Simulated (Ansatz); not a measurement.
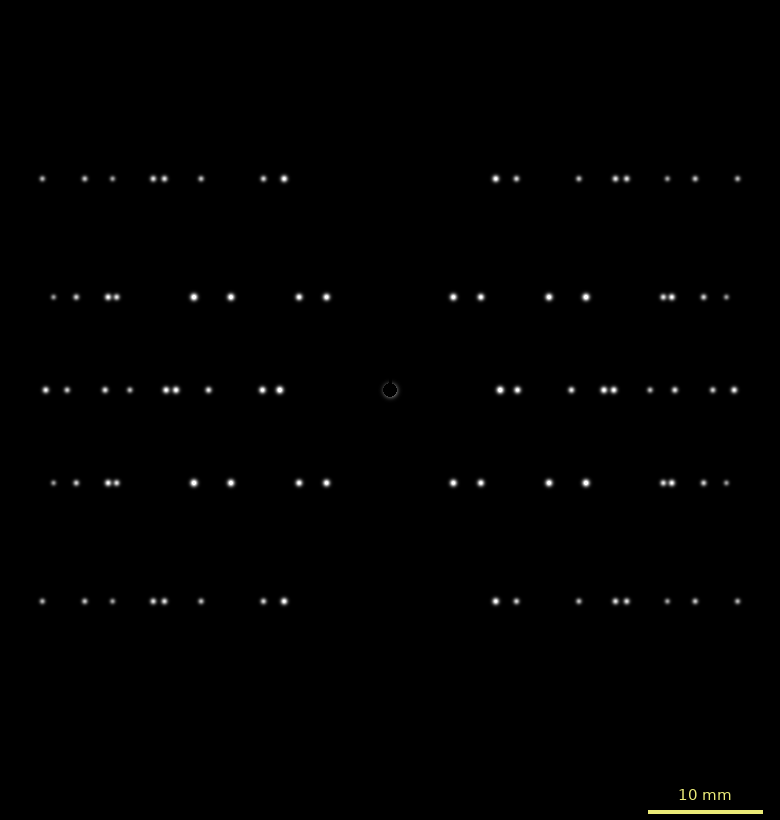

Simulated X-ray rotation photograph: Mo Kα radiation (λ = 0.7107 Å), cylindrical film of radius 30.0 mm unrolled, rotation axis vertical and normal to the beam, kinematic intensities without Lorentz or polarisation factors, the film spanning ±63° about the beam; spots down to d = 0.67 Å.

Measure the layer lines and find the identity period along the axis.

The first layer line lies 8.2 mm from the equator, so tan ν = 0.274, sin ν = 0.264 and the period is λ/sin ν = 2.69 Å. Further lines follow at 18.7 mm.

The crystal is Rh, space group Fm-3m (No. 225), a = 3.800 Å. Structure: the input geometry of an electronic-structure calculation (not necessarily at equilibrium).

About which axis was it rotated?

About [110] (or an equivalent direction), whose length in the conventional cell is 5.374 Å; the F centring shortens the period to 1/2 of it.
